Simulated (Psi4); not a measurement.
**CH6BN (SMILES CBN): MP3/cc-pVDZ**

What is the vertical singlet–triplet gap of CH6BN at MP3/cc-pVDZ? 

The calculation is run with Psi4 1.11.

2 further runs of the same task are left out: 1 that didn't finish, 1 set aside as unsound or not needed.

## (1) The structure to begin with

CH6BN: 9 atoms, total charge 0, spin state singlet. As SMILES, `CBN`. The shape is that of a PBE0-D4/def2-TZVP optimisation.

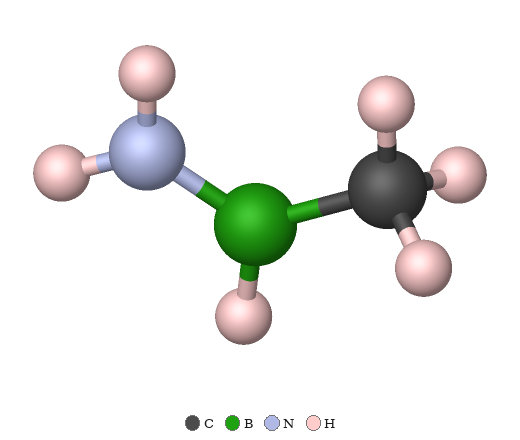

Viewed from a chosen angle; carbon dark grey, boron green, nitrogen light blue, hydrogen pink.

## (2) A single-point energy at MP3/cc-pVDZ

File ch6bn.json:

```json
{
 "schema_name": "qcschema_input",
 "schema_version": 1,
 "molecule": {
  "schema_name": "qcschema_molecule",
  "schema_version": 2,
  "symbols": ["C", "B", "N", "H", "H", "H", "H", "H", "H"],
  "geometry": [-1.25723479, 1.43184548, -1.11550533, 0.86814018, -0.53460352, -0.48414783, 1.12022965, -1.59266118, 1.90994619, -2.44133718, 0.73850497, -2.66564767, -0.42443249, 3.19779455, -1.80336564, -2.49424951, 1.88764743, 0.4767779, 2.35988998, -1.19581869, -2.06509271, 2.46836026, -2.85537617, 2.35252005, -0.0317474, -1.16482718, 3.36220072],
  "molecular_charge": 0,
  "molecular_multiplicity": 1,
  "fix_symmetry": "c1"
 },
 "driver": "energy",
 "model": {
  "method": "mp3",
  "basis": "cc-pVDZ"
 },
 "keywords": {
  "puream": true,
  "e_convergence": 1e-09,
  "d_convergence": 1e-08,
  "scf_type": "pk",
  "num_frozen_docc": 3,
  "mp_type": "conv"
 }
}
```

Command:

```console
psi4 --qcschema ch6bn.json -n 1 --memory 2200MB
```

stdout (excerpt; [...] marks lines left out):

```text
[...]
  Running in c1 symmetry.
[...]
  Nuclear repulsion =   67.986732381100936
[...]
  Multiplicity = 1
[...]
  Nalpha       = 12
  Nbeta        = 12
[...]
    Number of basis functions: 72
[...]
   @RHF iter   1:  -120.42168322090654   -7.32133e-01   6.65817e-03 ADIIS/DIIS
[...]
   @RHF iter  11:  -120.55261543172611   -1.50635e-12   2.97195e-09 DIIS
[...]
    Orbital Energies [Eh]
    ---------------------
    Doubly Occupied:
       1A    -15.550243     2A    -11.189625     3A     -7.579566
       4A     -1.152588     5A     -0.931641     6A     -0.694472
       7A     -0.672628     8A     -0.560603     9A     -0.533808
      10A     -0.499238    11A     -0.443185    12A     -0.423888
[...]
  @RHF Final Energy:  -120.55261543172611
   => Energetics <=
    Nuclear Repulsion Energy =             67.9867323811009356
    One-Electron Energy =                -296.6157229997300533
    Two-Electron Energy =                 108.0763751869030216
    Total Energy =                       -120.5526154317261103
[...]
 Multipole Moments:
 ------------------------------------------------------------------------------------
     Multipole            Electronic (a.u.)      Nuclear  (a.u.)        Total (a.u.)
 ------------------------------------------------------------------------------------
 L = 1.  Multiply by 2.5417464519 to convert [e a0] to [Debye]
 Dipole X            :          1.2541371           -1.2695409           -0.0154038
 Dipole Y            :         -1.3653716            1.1700690           -0.1953026
 Dipole Z            :          0.9531682           -0.3693862            0.5837820
 Magnitude           :                                                    0.6157774
[...]
	SCS-MP2 Total Energy (a.u.)        :  -120.96099855038374
	SOS-MP2 Total Energy (a.u.)        :  -120.96186596462076
[...]
	SOS-PI-MP2 Total Energy (a.u.)     :  -120.99334677484342
[...]
	MP2 Total Energy (a.u.)            :  -120.95926372190972
[...]
	SCS-MP3 Total Energy (a.u.)        :  -120.96957961928180
[...]
	MP3 Total Energy (a.u.)            :  -120.99358799750198
[...]
```

The result, in JSON:

```text
{
 "driver": "energy",
 "model": {
  "method": "mp3",
  "basis": "cc-pVDZ"
 },
 "success": true,
 "return_result": -120.99358799750198,
 "properties": {
  "calcinfo_nbasis": 72,
  "calcinfo_nmo": 72,
  "calcinfo_nalpha": 12,
  "calcinfo_nbeta": 12,
  "calcinfo_natom": 9,
  "nuclear_repulsion_energy": 67.98673238110094,
  "return_energy": -120.99358799750198,
  "scf_one_electron_energy": -296.61572299973005,
  "scf_two_electron_energy": 108.07637518690302,
  "scf_dipole_moment": [-0.01540381928266843, -0.19530262340969906, 0.5837819659843965],
  "scf_total_energy": -120.55261543172611,
  "scf_iterations": 11,
  "mp2_same_spin_correlation_energy": -0.0918401879569692,
  "mp2_opposite_spin_correlation_energy": -0.3148081022266455,
  "mp2_singles_energy": 0.0,
  "mp2_doubles_energy": -0.40664829018361476,
  "mp2_correlation_energy": -0.40664829018361104,
  "mp2_total_energy": -120.95926372190972
 }
}
```

Run time: 14 s. Hardware: 1 thread of Intel Xeon at 2.50GHz (Skylake/Cascade Lake), shared host; peak memory 0.41 GiB.

## (3) The triplet at the same level

File job.in:

```
memory 2200 MB

molecule {
  0 3
  C     -0.665300     0.757700    -0.590300
  B      0.459400    -0.282900    -0.256200
  N      0.592800    -0.842800     1.010700
  H     -1.291900     0.390800    -1.410600
  H     -0.224600     1.692200    -0.954300
  H     -1.319900     0.998900     0.252300
  H      1.248800    -0.632800    -1.092800
  H      1.306200    -1.511000     1.244900
  H     -0.016800    -0.616400     1.779200
  symmetry c1
  no_reorient
  no_com
}

set {
  basis cc-pVDZ
  reference uhf
  puream true
  e_convergence 1e-09
  d_convergence 1e-08
  scf_type pk
  num_frozen_docc 3
  maxiter 100
  mp_type conv
}

e_tot = energy("mp3")
```

Command:

```console
psi4 -n 1 job.in job.out
```

job.out (excerpt; [...] marks lines left out):

```text
[...]
  Running in c1 symmetry.
[...]
  Nuclear repulsion =   67.986732290150556
[...]
  Multiplicity = 3
[...]
  Nalpha       = 13
  Nbeta        = 11
[...]
    Number of basis functions: 72
[...]
   @UHF iter   1:  -120.10996927732424   -4.20419e-01   7.04261e-03 ADIIS/DIIS
[...]
   @UHF iter  21:  -120.26968032951305   -4.60432e-12   4.04472e-09 DIIS
[...]
   @S^2 Observed:                2.015254973E+00
[...]
  @UHF Final Energy:  -120.26968032951305
   => Energetics <=
    Nuclear Repulsion Energy =             67.9867322901505560
    One-Electron Energy =                -296.3746983803363264
    Two-Electron Energy =                 108.1182857606727339
    Total Energy =                       -120.2696803295130508
  UHF NO Occupations:
  HONO-2 :   11  A 1.9951693
  HONO-1 :   12  A 1.0000000
[...]
 Multipole Moments:
 ------------------------------------------------------------------------------------
     Multipole            Electronic (a.u.)      Nuclear  (a.u.)        Total (a.u.)
 ------------------------------------------------------------------------------------
 L = 1.  Multiply by 2.5417464519 to convert [e a0] to [Debye]
 Dipole X            :         -3.9911206            4.0753834            0.0842628
 Dipole Y            :          4.5425257           -4.6226480           -0.0801224
 Dipole Z            :         -3.8852612            3.9132449            0.0279836
 Magnitude           :                                                    0.1195947
[...]
	SCS-MP2 Total Energy (a.u.)        :  -120.66859069052207
	SOS-MP2 Total Energy (a.u.)        :  -120.66705346323114
[...]
	SOS-PI-MP2 Total Energy (a.u.)     :  -120.69762062736331
[...]
	MP2 Total Energy (a.u.)            :  -120.67166514510394
[...]
	SCS-MP3 Total Energy (a.u.)        :  -120.67703502746068
[...]
	MP3 Total Energy (a.u.)            :  -120.70544249285840
[...]
```

Run time: 35 s. Hardware: 1 thread of Intel Xeon at 2.50GHz (Skylake/Cascade Lake), shared host; peak memory 0.43 GiB.

## (4) Outcome

At MP3/cc-pVDZ, 3 core orbitals frozen:

| quantity | value |
| --- | --- |
| singlet: total energy | -120.99359 Eh |
| singlet: HOMO energy (Hartree–Fock orbitals) | -11.53 eV |
| singlet: LUMO energy (Hartree–Fock orbitals) | 4.87 eV |
| singlet: HOMO–LUMO gap (Hartree–Fock orbitals) | 16.41 eV |
| singlet: correlation energy (3 core orbitals frozen) | -441.0 mEh |
| triplet: total energy | -120.70544 Eh |
| triplet: HOMO energy (Hartree–Fock orbitals) (highest over α and β) | -4.09 eV |
| triplet: LUMO energy (Hartree–Fock orbitals) (lowest over α and β) | -2.13 eV |
| triplet: correlation energy (3 core orbitals frozen) | -435.8 mEh |
| triplet: ⟨S²⟩ of the reference determinant | 2.015 |
| vertical energy of the triplet above the singlet | 7.841 eV |

In words: At this shape the triplet lies 7.84 eV (757 kJ/mol) above the singlet.
